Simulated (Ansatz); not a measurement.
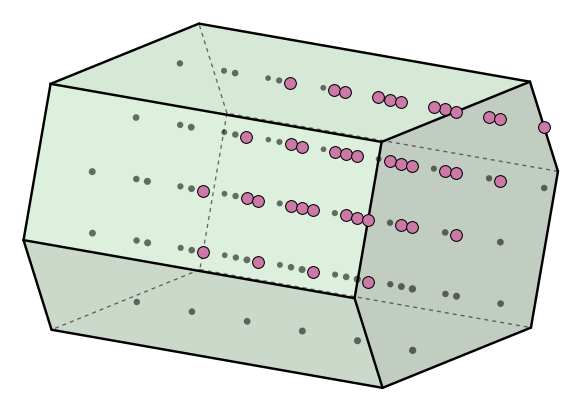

The Γ-centred 4×6×4 k-point mesh of a calculation on C3OF2 (Ansatz 0.2.0, DFT PBE+D3(BJ), scalar-relativistic, plane waves, PAW), folded into the first Brillouin zone of the 24-atom cell that was run; each point of the zone's surface is drawn once. One point of each star is marked in colour. Space group P2_1/c.

```
C O F
1.0
     6.50624    0.00000   -0.04428
     0.00000    5.18316    0.00000
    -2.61302    0.00000    8.09828
C O F
12 4 8
Direct
  0.72086 0.96515 0.09221
  0.27914 0.46515 0.40779
  0.27914 0.03485 0.90779
  0.72086 0.53485 0.59221
  0.66691 0.16876 0.99211
  0.33309 0.66876 0.50789
  0.33309 0.83124 0.00789
  0.66691 0.33124 0.49211
  0.55786 0.78004 0.10590
  0.44214 0.28004 0.39410
  0.44214 0.21996 0.89410
  0.55786 0.71996 0.60590
  0.60707 0.58959 0.19212
  0.39293 0.08959 0.30788
  0.39293 0.41041 0.80788
  0.60707 0.91041 0.69212
  0.92106 0.91619 0.18050
  0.07894 0.41619 0.31950
  0.07894 0.08381 0.81950
  0.92106 0.58381 0.68050
  0.81028 0.33360 0.97355
  0.18972 0.83360 0.52645
  0.18972 0.66640 0.02645
  0.81028 0.16640 0.47355
```

Q: To how many irreducible points do the crystal's point group and time reversal reduce the mesh (magnetic order left aside)?

A: 40 of 96.

Q: How fine is the mesh?

A: Spacing |bᵢ|/nᵢ = 0.254, 0.202, 0.194 1/Å (2π included).
